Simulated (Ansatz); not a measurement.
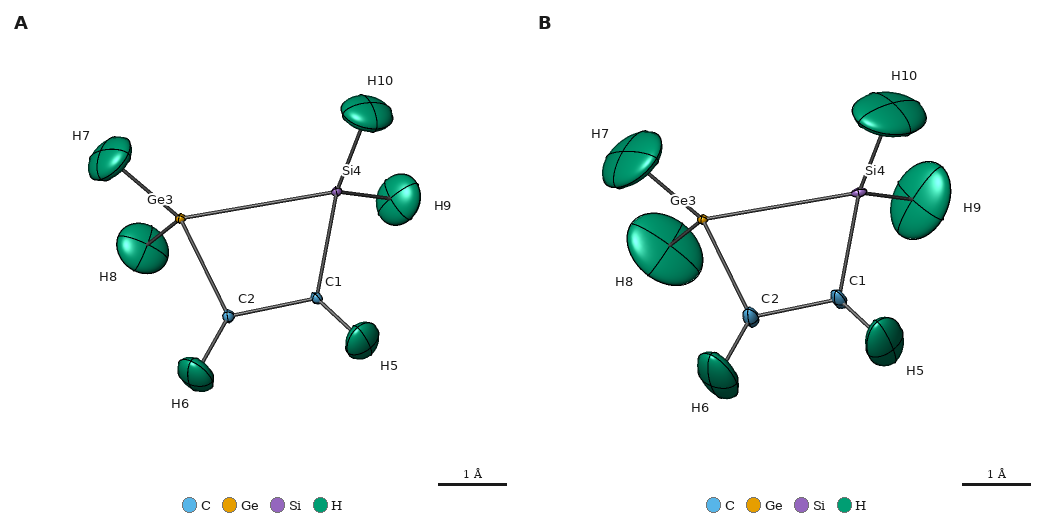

Displacement ellipsoids at the 50 % level, scaled by 1.5, from the internal vibrations of the free molecule (harmonic, no overall translation or rotation; no half-axis is drawn under 0.075 Å). Vibrations computed with RKS PBE0-D4/def2-TZVP (Ansatz 0.2.0). One panel is for 0 K (zero-point motion alone), the other for 600 K.

Question: Which panel is for 600 K?

Answer: B.

Question: How much does the mean-square displacement of C1 grow, and why?

Answer: U_eq goes from 0.0018 to 0.0046 Å², a factor of 2.6. Modes below kT (417 cm⁻¹ at 600 K) grow about in proportion to T, and the lowest lies at 191 cm⁻¹; the mean-square amplitude of a mode is its zero-point value times coth(ħω/2kT), which comes close to 1 only above about 3kT.
